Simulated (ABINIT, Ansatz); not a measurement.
# CdH2 (Fm-3m): zone-centre phonons, part 2 of 2

Which modes does CdH2 (Fm-3m) have at the zone centre?

ABINIT 10.8.3; DFT LDA, scalar-relativistic, plane waves, PseudoDojo stringent norm-conserving pseudopotentials.

So far. Step 4 (Linear response at Γ): The acoustic modes at Γ come out as far as 3.1 cm⁻¹ from zero, where they should vanish, a small numerical error. The lowest optical mode is imaginary, 160i cm⁻¹, an instability at this level and on this k mesh. The relaxed cell has a = 4.967 Å (conventional setting).

The structure was built from a prototype and need not be the compound's stable phase.

## Step 5: Modes with the sum rule

anaddb reads the merged derivatives and imposes the acoustic sum rule.

File anaddb.abi:

```
ddb_filepath "gamma_DDB"
output_file "anaddb.abo"
outdata_prefix "anaddb"
asr 1
chneut 1
enunit 2
eivec 1
nph1l 1
qph1l 0.0 0.0 0.0 1.0
```

File mrgddb.in:

```
gamma_DDB
merged
2
dfpt_gammao_DDB
gso_DDB
```

Launch:

```sh
mrgddb < mrgddb.in > mrgddb.log
OMP_NUM_THREADS=1 anaddb anaddb.abi > anaddb.log
```

anaddb.abo, the main output file:

```text
-outvars_anaddb: echo values of input variables ----------------------

 Miscellaneous information :
      enunit         2
       eivec         1
         asr         1
 First list of wavevector (reduced coord.) :
       nph1l         1
       qph1l
                     0.00000000E+00  0.00000000E+00  0.00000000E+00    1.000E+00

================================================================================

 read the DDB information and perform some checks

  ==== Info on the Cryst% object ====
 Real(R)+Recip(G) space primitive vectors, cartesian coordinates (Bohr,Bohr^-1):
 R(1)= -4.6932696  0.0000000  4.6932696  G(1)= -0.1065355 -0.1065355  0.1065355
 R(2)=  0.0000000  4.6932696  4.6932696  G(2)=  0.1065355  0.1065355  0.1065355
 R(3)= -4.6932696  4.6932696  0.0000000  G(3)= -0.1065355  0.1065355 -0.1065355
 Unit cell volume ucvol=  2.0675524E+02 bohr^3
 Angles (23,13,12)=  6.00000000E+01  6.00000000E+01  6.00000000E+01 degrees
 Time-reversal symmetry is present
 Reduced atomic positions [iatom, xred, symbol]:
    1)    0.0000000  0.0000000  0.0000000  Cd
    2)    0.7500000  0.7500000  0.7500000   H
    3)    0.2500000  0.2500000  0.2500000   H

 DDB file with 3 blocks has been read.

================================================================================

 Treat the first list of vectors

  Phonon wavevector (reduced coordinates) :  0.00000  0.00000  0.00000
 Phonon energies in Hartree :
  -7.282680E-04 -7.282680E-04 -7.282680E-04  0.000000E+00  0.000000E+00
   0.000000E+00  3.107460E-03  3.107460E-03  3.107460E-03
 Phonon energies in meV     :
- -1.981718E+01 -1.981718E+01 -1.981718E+01  0.000000E+00  0.000000E+00
-  0.000000E+00  8.455829E+01  8.455829E+01  8.455829E+01
 Phonon frequencies in cm-1    :
- -1.598364E+02 -1.598364E+02 -1.598364E+02  0.000000E+00  0.000000E+00
-  0.000000E+00  6.820086E+02  6.820086E+02  6.820086E+02
 Phonon frequencies in Thz     :
- -4.791773E+00 -4.791773E+00 -4.791773E+00  0.000000E+00  0.000000E+00
-  0.000000E+00  2.044610E+01  2.044610E+01  2.044610E+01
 Phonon energies in Kelvin  :
- -2.299689E+02 -2.299689E+02 -2.299689E+02  0.000000E+00  0.000000E+00
-  0.000000E+00  9.812582E+02  9.812582E+02  9.812582E+02

 Eigendisplacements
 (will be given, for each mode : in cartesian coordinates
   for each atom the real part of the displacement vector,
   then the imaginary part of the displacement vector - absolute values smaller than 1.0d-7 are set to zero)
  Mode number    1   Energy   -7.282680E-04
 Attention : low frequency mode.
   (Could be unstable or acoustic mode)
-  1  0.00000000E+00 -2.08073075E-07  2.93220663E-04
-     0.00000000E+00  0.00000000E+00  0.00000000E+00
-  2 -1.37219492E-07  1.16024311E-05 -1.63503738E-02
-     0.00000000E+00  0.00000000E+00  0.00000000E+00
-  3 -1.37219492E-07  1.16024311E-05 -1.63503738E-02
-     0.00000000E+00  0.00000000E+00  0.00000000E+00
  Mode number    2   Energy   -7.282680E-04
 Attention : low frequency mode.
   (Could be unstable or acoustic mode)
-  1  0.00000000E+00  2.93220663E-04  2.08072961E-07
-     0.00000000E+00  0.00000000E+00  0.00000000E+00
-  2 -7.55732140E-07 -1.63503737E-02 -1.16024247E-05
-     0.00000000E+00  0.00000000E+00  0.00000000E+00
-  3 -7.55732140E-07 -1.63503737E-02 -1.16024247E-05
-     0.00000000E+00  0.00000000E+00  0.00000000E+00
  Mode number    3   Energy   -7.282680E-04
 Attention : low frequency mode.
   (Could be unstable or acoustic mode)
-  1  2.93220737E-04  0.00000000E+00  0.00000000E+00
-     0.00000000E+00  0.00000000E+00  0.00000000E+00
-  2 -1.63503779E-02  7.55634577E-07  1.37755735E-07
-     0.00000000E+00  0.00000000E+00  0.00000000E+00
-  3 -1.63503779E-02  7.55634577E-07  1.37755735E-07
-     0.00000000E+00  0.00000000E+00  0.00000000E+00
  Mode number    4   Energy    0.000000E+00
 Attention : low frequency mode.
   (Could be unstable or acoustic mode)
-  1  0.00000000E+00  0.00000000E+00  2.18955433E-03
-     0.00000000E+00  0.00000000E+00  0.00000000E+00
-  2  0.00000000E+00  0.00000000E+00  2.18960990E-03
-     0.00000000E+00  0.00000000E+00  0.00000000E+00
-  3  0.00000000E+00  0.00000000E+00  2.18960990E-03
-     0.00000000E+00  0.00000000E+00  0.00000000E+00
  Mode number    5   Energy    0.000000E+00
 Attention : low frequency mode.
   (Could be unstable or acoustic mode)
-  1  0.00000000E+00  2.18955433E-03  0.00000000E+00
-     0.00000000E+00  0.00000000E+00  0.00000000E+00
-  2  0.00000000E+00  2.18960990E-03  0.00000000E+00
-     0.00000000E+00  0.00000000E+00  0.00000000E+00
-  3  0.00000000E+00  2.18960990E-03  0.00000000E+00
-     0.00000000E+00  0.00000000E+00  0.00000000E+00
  Mode number    6   Energy    0.000000E+00
 Attention : low frequency mode.
   (Could be unstable or acoustic mode)
-  1  2.18955433E-03  0.00000000E+00  0.00000000E+00
-     0.00000000E+00  0.00000000E+00  0.00000000E+00
-  2  2.18960990E-03  0.00000000E+00  0.00000000E+00
-     0.00000000E+00  0.00000000E+00  0.00000000E+00
-  3  2.18960990E-03  0.00000000E+00  0.00000000E+00
-     0.00000000E+00  0.00000000E+00  0.00000000E+00
  Mode number    7   Energy    3.107460E-03
-  1  0.00000000E+00  0.00000000E+00  0.00000000E+00
-     0.00000000E+00  0.00000000E+00  0.00000000E+00
-  2  9.82982098E-07  1.25929240E-06 -1.64963404E-02
-     0.00000000E+00  0.00000000E+00  0.00000000E+00
-  3 -9.82982098E-07 -1.25929240E-06  1.64963404E-02
-     0.00000000E+00  0.00000000E+00  0.00000000E+00
  Mode number    8   Energy    3.107460E-03
-  1  0.00000000E+00  0.00000000E+00  0.00000000E+00
-     0.00000000E+00  0.00000000E+00  0.00000000E+00
-  2  2.95617837E-06 -1.64963401E-02 -1.25911623E-06
-     0.00000000E+00  0.00000000E+00  0.00000000E+00
-  3 -2.95617837E-06  1.64963401E-02  1.25911623E-06
-     0.00000000E+00  0.00000000E+00  0.00000000E+00
  Mode number    9   Energy    3.107460E-03
-  1  0.00000000E+00  0.00000000E+00  0.00000000E+00
-     0.00000000E+00  0.00000000E+00  0.00000000E+00
-  2  1.64963402E-02  2.95610332E-06  9.83207747E-07
-     0.00000000E+00  0.00000000E+00  0.00000000E+00
-  3 -1.64963402E-02 -2.95610332E-06 -9.83207747E-07
-     0.00000000E+00  0.00000000E+00  0.00000000E+00

 Analysis of degeneracies and characters (maximum tolerance=1.00E-06 a.u.)
 For each vibration mode, or group of modes if degenerate,
 the characters are given for each symmetry operation (see the list in the log file).
 Symmetry characters of vibration mode #   1
       degenerate with vibration modes #   2 to    3
  3.0 -3.0 -1.0  1.0 -1.0  1.0 -1.0  1.0  1.0 -1.0 -1.0  1.0  1.0 -1.0 -1.0  1.0
  0.0 -0.0 -0.0  0.0 -0.0  0.0  0.0 -0.0  1.0 -1.0 -1.0  1.0 -1.0  1.0  1.0 -1.0
  0.0 -0.0 -0.0  0.0  0.0 -0.0 -0.0  0.0  1.0 -1.0  1.0 -1.0 -1.0  1.0 -1.0  1.0
 Symmetry characters of vibration mode #   4
       degenerate with vibration modes #   5 to    6
  3.0 -3.0 -1.0  1.0 -1.0  1.0 -1.0  1.0  1.0 -1.0 -1.0  1.0  1.0 -1.0 -1.0  1.0
 -0.0  0.0  0.0 -0.0 -0.0  0.0  0.0 -0.0  1.0 -1.0 -1.0  1.0 -1.0  1.0  1.0 -1.0
 -0.0  0.0 -0.0  0.0  0.0 -0.0  0.0 -0.0  1.0 -1.0  1.0 -1.0 -1.0  1.0 -1.0  1.0
 Symmetry characters of vibration mode #   7
       degenerate with vibration modes #   8 to    9
  3.0  3.0 -1.0 -1.0 -1.0 -1.0 -1.0 -1.0  1.0  1.0 -1.0 -1.0  1.0  1.0 -1.0 -1.0
 -0.0 -0.0  0.0  0.0  0.0  0.0 -0.0 -0.0  1.0  1.0 -1.0 -1.0 -1.0 -1.0  1.0  1.0
 -0.0 -0.0  0.0  0.0  0.0  0.0  0.0  0.0  1.0  1.0  1.0  1.0 -1.0 -1.0 -1.0 -1.0
-
```

The job ended after 0.62 s (1 thread of Intel Xeon Platinum 8488C (Sapphire Rapids), shared host).

Read from the output:

| Property | Result |
| --- | --- |
| lowest optical zone-centre mode | -159.8 cm⁻¹ |

No LO-TO term; unit eigenvectors of the mass-weighted matrix, from anaddb's displacements. The modes at Γ (shares of kinetic energy by element, %) (negative means imaginary):

```csv
mode,frequency (cm⁻¹),symmetry,Cd %,H %
1,-159.8,T1u,2,98
2,-159.8,T1u,2,98
3,-159.8,T1u,2,98
4,0.0,acoustic,98,2
5,0.0,acoustic,98,2
6,0.0,acoustic,98,2
7,682.0,T2g,0,100
8,682.0,T2g,0,100
9,682.0,T2g,0,100
```

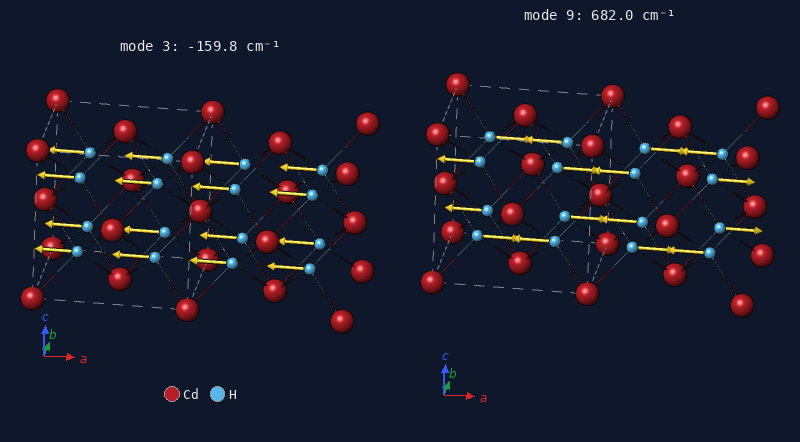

Displacement patterns of modes 3 and 9 at Γ; arrows are exaggerated. 2×1×1 conventional cells are drawn. Some periodic images of atoms are drawn too.

The rule moves no optical mode by more than 0.2 cm⁻¹.

## Step 6: Results

```json
{"space group after relaxation": "Fm-3m", "volume per atom": "10.2 Å³", "highest optical zone-centre mode (no LO-TO term)": "682.0 cm⁻¹", "lowest optical zone-centre mode": "-159.8 cm⁻¹", "imaginary optical modes at the zone centre (no q mesh in this session)": "yes"}
```

In words: At the LDA level the optical modes of CdH2 (Fm-3m) at the zone centre run from 160i to 682 cm⁻¹, so the structure is a saddle point, with 3 modes beyond 10i cm⁻¹ there. These are harmonic frequencies: anharmonic shifts and widths and the lattice's thermal expansion are left out. The Fermi-Dirac smearing of 0.01 Ha is an electronic temperature of 3158 K, which adds a pressure of its own and can shift the volume and soft modes. In a metal the frequencies hang on the k mesh and the smearing, most of all near Kohn anomalies. The structure is a hypothetical one, built on a prototype.

[Host names and launcher messages were left out of these logs when they were recorded.]

[Logs are printed without paths, hosts, clocks, repeated set-up lines and the standing remarks that a program may print on its own settings, such as how far it seeks lower states.]

[Hosts, paths, dates, database ids (printed as entryN), source tags and the programs' standing remarks are cut or masked in the printed files.]
